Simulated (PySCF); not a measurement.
## Electronic structure of C3H4FP (SMILES C=C/P=C/F) in real space

Input file:

```
{"job": {"kind": "nmr", "xc": "PBE0", "basis": "pcSseg-1"}, "charge": 0, "multiplicity": 1}
C     -1.896286     0.324829    -0.246772
C     -0.615765    -0.010700    -0.154238
P      0.605525     0.517512    -1.379825
C      1.941815    -0.217538    -0.685450
F      3.157641    -0.118335    -1.244259
H     -2.623989     0.009932     0.483401
H     -2.264907     0.928929    -1.059175
H     -0.262618    -0.618935     0.669929
H      1.972146    -0.809700     0.222339
```

Run with:

```sh
OMP_NUM_THREADS=1 python probes_run.py task.json out
```

Geometry: GFN2-xTB.

Level of theory: PySCF, PBE0/pcSseg-1, SCF density, gas phase, non-relativistic.

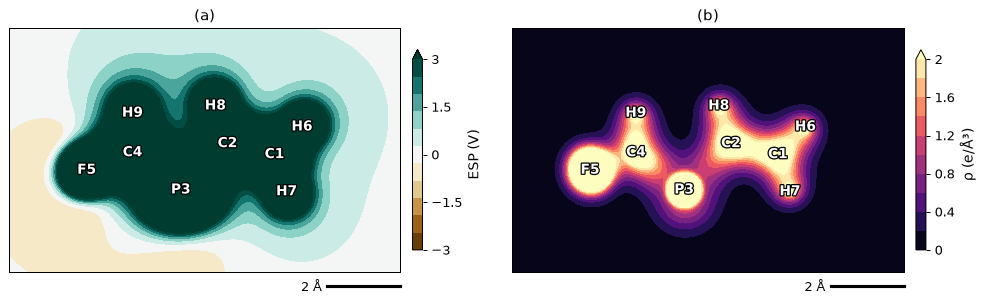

Figure 1. (a) molecular electrostatic potential; (b) electron density on the molecular plane.

Read the bonding off the picture.

Answer.
- The section cuts through C, P, F and H sites.
- C–C (1.33 Å): ρ is about 2.3 e/Å³ halfway.
- C–F (1.34 Å): the density is about 2.3 e/Å³ at the midpoint.
- C–P (1.68 Å): ρ is about 1.4 e/Å³ halfway.
- C–H (1.08 Å): ρ is about 2 e/Å³ halfway.
- C–P (1.81 Å): ρ at the midpoint is about 1.2 e/Å³.
- Outside the dense part of the molecule the potential is most negative (−0.7 V) near F5.

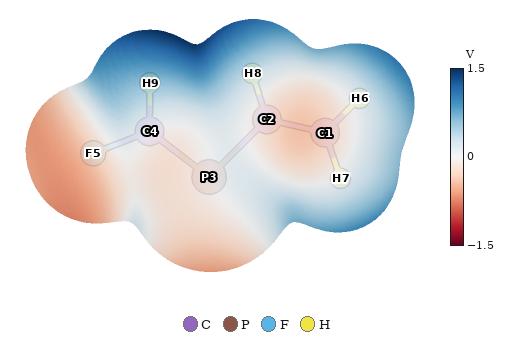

Figure 2. The electrostatic potential painted on the density surface at 0.002 e/bohr³, seen across its widest extent; the colour scale runs from red (negative) to blue (positive).

Describe the electrostatic potential map.

Answer. The most negative region (about −0.7 V) lies over F5, the most positive (about +1.5 V) over H8 and H9.

How polar is the molecule by this calculation?

Answer. Its dipole moment is 2.17 D.
